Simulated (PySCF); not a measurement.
# Dy(OH)3: forces at shaken geometries

Aim: move all atoms of relaxed Dy(OH)3 at random and read energies and forces. It is a constructed species; whether it can be made isn't addressed.

Computed with PySCF 2.14.0. Level: PBE, Dy lcecp-1-SVP with ECP55, O def2-SVP, H def2-SVP; scalar-relativistic core potentials, no spin–orbit coupling.

4 further runs of the same task are left out: 2 for a known fault of the program, 2 that didn't finish.

## (1) Where the work starts

7 atoms, charge 0, spin multiplicity 1.

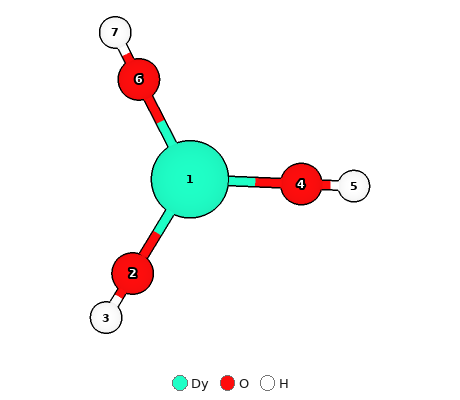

The geometry (dysprosium teal, oxygen red, hydrogen white); atoms are numbered from 1 in the order of the file.

As a file:

```
atom    x (Å)    y (Å)   z (Å)
 Dy1   0.0000   0.0000  0.0316
  O2   2.0530   0.0000  0.1241
  H3   3.0159   0.0000  0.2039
  O4  -1.0265   1.7780  0.1241
  H5  -1.5080   2.6118  0.2039
  O6  -1.0265  -1.7780  0.1241
  H7  -1.5079  -2.6118  0.2039
```

Formal oxidation states: Dy +3. Each metal's 9 4f electrons lie in its core potential, so multiplicities, spins and levels count the valence alone. An earlier session relaxed this geometry at PBE, Dy lcecp-1-SVP with ECP55, O def2-SVP, H def2-SVP (singlet, point group C3v).

Its energy there is -264.337005 Eh.

## (2) Atoms moved at random, σ = 0.15 Å

The input, run.py (the lines that set the calculation):

```python
mol = gto.M(atom='''
Dy     0.21929    -0.01546     0.08839
O      2.13612     0.06096     0.43654
H      2.90243     0.19192     0.01292
O     -0.98144     1.72050    -0.05615
H     -1.64514     2.38940     0.10266
O     -1.00292    -1.77033     0.15665
H     -1.62834    -2.57699     0.27453''',
    basis={'Dy': 'lcecp-1-SVP', 'O': 'def2-SVP', 'H': 'def2-SVP'},
    ecp={'Dy': 'lcecp-1-SVP'},
    charge=0, spin=0)
mf = dft.RKS(mol, xc='PBE')
mf.grids.atom_grid = (50, 194)  # f atoms: unpruned, at least (60, 302)
mf = mf.density_fit()  # fitting sets: Dy AutoAux, O def2-universal-JKFIT, H def2-universal-JKFIT
mf.conv_tol = 1e-08; mf.max_cycle = 55
mf.kernel(dm0)  # dm0: the density of the relaxed state
```

The run is started by

```bash
> OMP_NUM_THREADS=2 python run.py
```

Standard output:

```text
init E= -264.206343355489
  HOMO = -0.274265625047499  LUMO = -0.129156849945886  gap/eV = 3.94861
cycle= 1 E= -264.284212217068  delta_E= -0.0779  |g|= 0.334  |ddm|= 0.975
  HOMO = -0.16375324035887  LUMO = -0.0809999822965324  gap/eV = 2.25183
cycle= 2 E= -264.165272056715  delta_E= 0.119  |g|= 0.837  |ddm|= 0.789
  HOMO = -0.203454423266547  LUMO = -0.0776650473218048  gap/eV = 3.42290
cycle= 3 E= -264.306194038555  delta_E= -0.141  |g|= 0.0506  |ddm|= 0.582
  HOMO = -0.203175869062986  LUMO = -0.0827314694838108  gap/eV = 3.27746
cycle= 4 E= -264.306702745272  delta_E= -0.000509  |g|= 0.0278  |ddm|= 0.0782
  HOMO = -0.205742092980888  LUMO = -0.0820395863759842  gap/eV = 3.36612
cycle= 5 E= -264.306837855053  delta_E= -0.000135  |g|= 0.0142  |ddm|= 0.0278
  HOMO = -0.204628718805721  LUMO = -0.0815285232225058  gap/eV = 3.34973
cycle= 6 E= -264.306880423813  delta_E= -4.26e-05  |g|= 0.00176  |ddm|= 0.0119
  HOMO = -0.204741490202474  LUMO = -0.0816774782069167  gap/eV = 3.34874
cycle= 7 E= -264.306881069621  delta_E= -6.46e-07  |g|= 0.000418  |ddm|= 0.00186
  HOMO = -0.204766904006336  LUMO = -0.0816665474911638  gap/eV = 3.34973
cycle= 8 E= -264.306881092728  delta_E= -2.31e-08  |g|= 0.000272  |ddm|= 0.000434
  HOMO = -0.204757781688315  LUMO = -0.0816650460402002  gap/eV = 3.34952
cycle= 9 E= -264.306881108356  delta_E= -1.56e-08  |g|= 3.41e-05  |ddm|= 0.000197
  HOMO = -0.204758843784098  LUMO = -0.0816662643497921  gap/eV = 3.34952
cycle= 10 E= -264.306881108603  delta_E= -2.47e-10  |g|= 4.8e-06  |ddm|= 3.13e-05
  HOMO = -0.20476026747329  LUMO = -0.0816663427139339  gap/eV = 3.34956
Extra cycle  E= -264.306881108583  delta_E= 2.06e-11  |g|= 1.15e-05  |ddm|= 1.16e-05
converged SCF energy = -264.306881108583
```

Run time: 4 s. Hardware: 2 threads of Arm Neoverse V1, shared host.

Read off: E = -264.306881 Eh (+0.820 eV from the relaxed state), HOMO -5.57 eV, LUMO -2.22 eV, Mulliken charge on Dy1 +0.85 e, largest force component 5.421 eV/Å. 

```
atom      Fx      Fy  Fz (eV/Å)
 Dy1  -4.927  -0.416     -0.322
  O2  -2.199  -0.704      2.482
  H3   5.421   0.858     -2.220
  O4   1.137  -1.115      0.080
  H5  -0.374   0.448     -0.005
  O6  -0.689  -1.082      0.282
  H7   1.632   2.011     -0.299
```

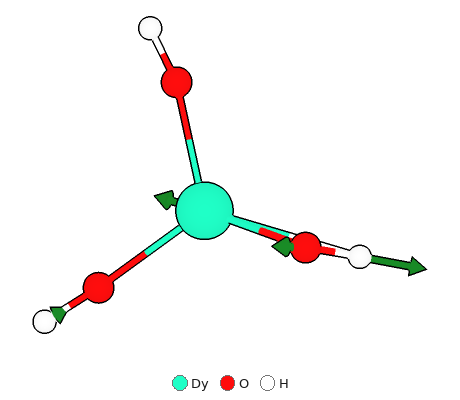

Forces as arrows, the longest for the largest force.

## (3) Atoms moved at random, σ = 0.06 Å

The input, run.py (the lines that set the calculation):

```python
mol = gto.M(atom='''
Dy     0.01966     0.08170    -0.01298
O      2.05183     0.00992     0.15378
H      2.99648     0.05321     0.17444
O     -0.96068     1.72012     0.13363
H     -1.56713     2.59183     0.16054
O     -0.95242    -1.84677     0.12940
H     -1.58773    -2.61000     0.27672''',
    basis={'Dy': 'lcecp-1-SVP', 'O': 'def2-SVP', 'H': 'def2-SVP'},
    ecp={'Dy': 'lcecp-1-SVP'},
    charge=0, spin=0)
mf = dft.RKS(mol, xc='PBE')
mf.grids.atom_grid = (50, 194)  # f atoms: unpruned, at least (60, 302)
mf = mf.density_fit()  # fitting sets: Dy AutoAux, O def2-universal-JKFIT, H def2-universal-JKFIT
mf.conv_tol = 1e-08; mf.max_cycle = 55
mf.kernel(dm0)  # dm0: the density of the relaxed state
```

The run is started by

```bash
> OMP_NUM_THREADS=2 python run.py
```

Standard output:

```text
init E= -264.286948830285
  HOMO = -0.232146427631951  LUMO = -0.0908701393111286  gap/eV = 3.84432
cycle= 1 E= -264.308813898439  delta_E= -0.0219  |g|= 0.169  |ddm|= 0.49
  HOMO = -0.147261247520583  LUMO = -0.0742656614808261  gap/eV = 1.98631
cycle= 2 E= -264.259864949738  delta_E= 0.0489  |g|= 0.508  |ddm|= 0.498
  HOMO = -0.197616074987285  LUMO = -0.0724682948210074  gap/eV = 3.40544
cycle= 3 E= -264.315467950085  delta_E= -0.0556  |g|= 0.0362  |ddm|= 0.36
  HOMO = -0.196979593847985  LUMO = -0.0736813334236963  gap/eV = 3.35512
cycle= 4 E= -264.315623449  delta_E= -0.000155  |g|= 0.0247  |ddm|= 0.0404
  HOMO = -0.198013905138479  LUMO = -0.0736887842857143  gap/eV = 3.38306
cycle= 5 E= -264.315741427351  delta_E= -0.000118  |g|= 0.00446  |ddm|= 0.0174
  HOMO = -0.198040207076718  LUMO = -0.0736562137264727  gap/eV = 3.38466
cycle= 6 E= -264.315745341555  delta_E= -3.91e-06  |g|= 0.00104  |ddm|= 0.00406
  HOMO = -0.198132790314814  LUMO = -0.0736663042344574  gap/eV = 3.38691
cycle= 7 E= -264.315745471828  delta_E= -1.3e-07  |g|= 0.000692  |ddm|= 0.00104
  HOMO = -0.198137800947021  LUMO = -0.0736693008220968  gap/eV = 3.38696
cycle= 8 E= -264.315745569078  delta_E= -9.72e-08  |g|= 8.49e-05  |ddm|= 0.000468
  HOMO = -0.198144937501514  LUMO = -0.0736646709515085  gap/eV = 3.38728
cycle= 9 E= -264.315745570989  delta_E= -1.91e-09  |g|= 1.64e-05  |ddm|= 8.88e-05
  HOMO = -0.198151956998704  LUMO = -0.0736670776633801  gap/eV = 3.38741
Extra cycle  E= -264.315745570785  delta_E= 2.04e-10  |g|= 3.59e-05  |ddm|= 4.26e-05
converged SCF energy = -264.315745570785
```

It took 3.9 s on 2 threads of Arm Neoverse V1, shared host.

Read off: E = -264.315746 Eh (+0.578 eV from the relaxed state), HOMO -5.39 eV, LUMO -2.00 eV, Mulliken charge on Dy1 +0.82 e, largest force component 5.875 eV/Å. 

```
atom      Fx      Fy  Fz (eV/Å)
 Dy1   0.820  -4.597     -0.059
  O2  -0.722   0.137     -0.138
  H3   1.133   0.051      0.114
  O4  -3.817   5.875      0.218
  H5   2.040  -2.822     -0.003
  O6  -0.540   0.038      0.121
  H7   1.085   1.318     -0.252
```

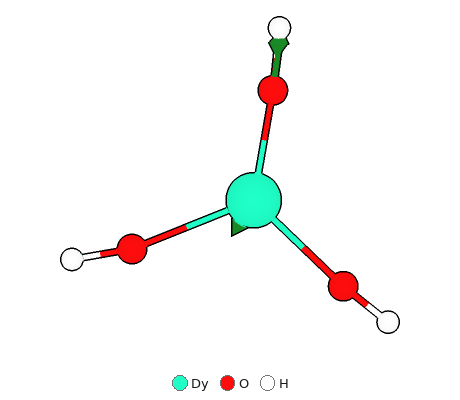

Forces as arrows, the longest for the largest force.

## (4) Atoms moved at random, σ = 0.15 Å

The input, run.py (the lines that set the calculation):

```python
mol = gto.M(atom='''
Dy    -0.09313    -0.05840    -0.05541
O      2.08163     0.00597    -0.00052
H      3.14722    -0.11577     0.20270
O     -1.12401     1.74175     0.10164
H     -1.59383     2.86302     0.30984
O     -1.08834    -1.86471     0.22417
H     -1.32953    -2.57185     0.23312''',
    basis={'Dy': 'lcecp-1-SVP', 'O': 'def2-SVP', 'H': 'def2-SVP'},
    ecp={'Dy': 'lcecp-1-SVP'},
    charge=0, spin=0)
mf = dft.RKS(mol, xc='PBE')
mf.grids.atom_grid = (50, 194)  # f atoms: unpruned, at least (60, 302)
mf = mf.density_fit()  # fitting sets: Dy AutoAux, O def2-universal-JKFIT, H def2-universal-JKFIT
mf.conv_tol = 1e-08; mf.max_cycle = 55
mf.kernel(dm0)  # dm0: the density of the relaxed state
```

The run is started by

```bash
> OMP_NUM_THREADS=2 python run.py
```

Standard output:

```text
init E= -264.10576217276
  HOMO = -0.248896677809674  LUMO = -0.120243674797523  gap/eV = 3.50083
cycle= 1 E= -264.15768208723  delta_E= -0.0519  |g|= 0.417  |ddm|= 0.768
  HOMO = -0.122791442386269  LUMO = -0.0891793658910736  gap/eV = 0.91463
cycle= 2 E= -263.729254975109  delta_E= 0.428  |g|= 1.46  |ddm|= 1.29
  HOMO = -0.204331701959709  LUMO = -0.0796415311416503  gap/eV = 3.39299
cycle= 3 E= -264.197990502748  delta_E= -0.469  |g|= 0.0944  |ddm|= 0.989
  HOMO = -0.208150771414986  LUMO = -0.0825637725280757  gap/eV = 3.41740
cycle= 4 E= -264.198259752795  delta_E= -0.000269  |g|= 0.094  |ddm|= 0.133
  HOMO = -0.206228865963913  LUMO = -0.0826098150539956  gap/eV = 3.36385
cycle= 5 E= -264.199985520675  delta_E= -0.00173  |g|= 0.0194  |ddm|= 0.0694
  HOMO = -0.208409650635207  LUMO = -0.082731337098334  gap/eV = 3.41988
cycle= 6 E= -264.200029410667  delta_E= -4.39e-05  |g|= 0.013  |ddm|= 0.0188
  HOMO = -0.207662508299201  LUMO = -0.0827111087392218  gap/eV = 3.40010
cycle= 7 E= -264.200063577946  delta_E= -3.42e-05  |g|= 0.00199  |ddm|= 0.00891
  HOMO = -0.207677845609092  LUMO = -0.0825662938286094  gap/eV = 3.40446
cycle= 8 E= -264.200064621054  delta_E= -1.04e-06  |g|= 0.000639  |ddm|= 0.00227
  HOMO = -0.207723538203797  LUMO = -0.0826008265624729  gap/eV = 3.40476
cycle= 9 E= -264.200064710475  delta_E= -8.94e-08  |g|= 0.000144  |ddm|= 0.00052
  HOMO = -0.207731209303287  LUMO = -0.0825929222467678  gap/eV = 3.40519
cycle= 10 E= -264.200064716265  delta_E= -5.79e-09  |g|= 1.33e-05  |ddm|= 0.000162
  HOMO = -0.207733735579771  LUMO = -0.0825957362606431  gap/eV = 3.40518
Extra cycle  E= -264.200064716224  delta_E= 4.12e-11  |g|= 2e-05  |ddm|= 3.75e-05
converged SCF energy = -264.200064716224
```

Wall time 4 s (2 threads of Arm Neoverse V1, shared host).

It gives: E = -264.200065 Eh (+3.726 eV from the relaxed state), HOMO -5.65 eV, LUMO -2.25 eV, Mulliken charge on Dy1 +0.90 e, largest force component 25.118 eV/Å. 

```
atom      Fx       Fy  Fz (eV/Å)
 Dy1   1.353    0.320      0.309
  O2   2.256   -0.552      0.732
  H3  -4.201    0.464     -0.806
  O4  -1.928    4.675      0.914
  H5   2.246   -5.382     -0.992
  O6   8.821   25.118     -0.643
  H7  -8.547  -24.643      0.487
```

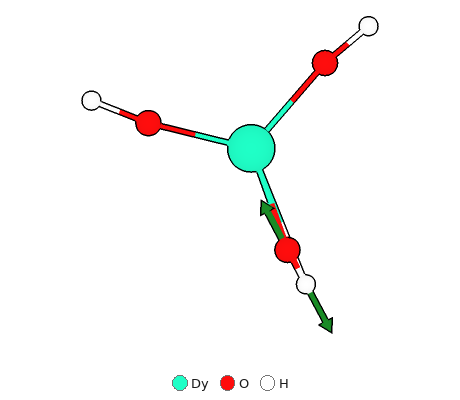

Forces as arrows, the longest for the largest force.

## (5) Results

| σ (Å) | energy rise (eV) | harmonic estimate −½ F·u (eV) | largest force component (eV/Å) |
| --- | --- | --- | --- |
| 0.15 | 0.820 | 0.339 | 5.42 |
| 0.06 | 0.578 | 0.590 | 5.87 |
| 0.15 | 3.726 | 3.871 | 25.12 |

Every displacement raises the energy. For a harmonic well the rise equals −½ F·u; the two differ by at most 59 % here (a move with σ = 0.15 Å), from anharmonicity, the grid and the small forces left at the relaxed point. The bases are small and lack diffuse functions. Spin–orbit coupling is left out.
